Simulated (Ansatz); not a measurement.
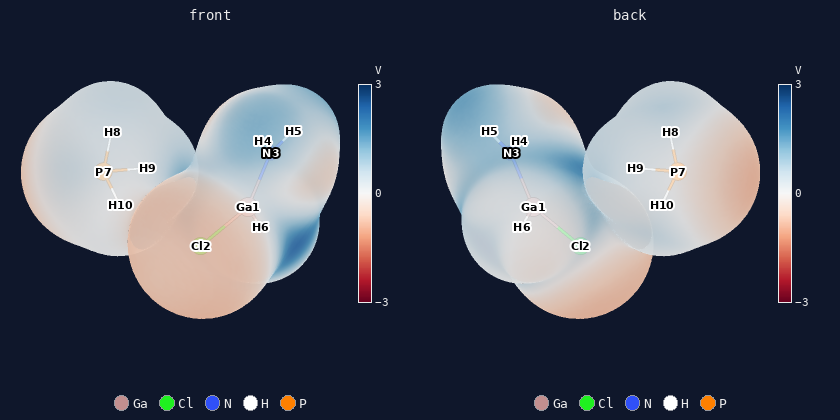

Figure. ClGaH3N···PH3. The electrostatic potential painted on the density surface at 0.001 e/bohr³, seen from the front and from behind; the colour scale runs from red (negative) to blue (positive).

Theory: RHF/def2-SVP (Ansatz).

```yaml
atoms:
  - { symbol: Ga, position_ang: [0.1540, -0.4015, -0.3480] }
  - { symbol: Cl, position_ang: [-0.0254, -1.0887, 1.7037] }
  - { symbol: N, position_ang: [1.8081, -0.5249, -1.0520] }
  - { symbol: H, position_ang: [2.5996, -0.8820, -0.5538] }
  - { symbol: H, position_ang: [2.0510, -0.2508, -1.9833] }
  - { symbol: H, position_ang: [-1.1019, 0.1375, -1.0848] }
  - { symbol: P, position_ang: [0.0193, 3.5724, 1.9681] }
  - { symbol: H, position_ang: [1.4097, 3.3942, 1.7907] }
  - { symbol: H, position_ang: [-0.3060, 3.4437, 0.5978] }
  - { symbol: H, position_ang: [-0.2466, 2.2255, 2.2970] }
```

**Where is the surface potential most negative and most positive?**

The most negative region (about −0.9 V) lies over P7, the most positive (about +2.2 V) over Ga1.
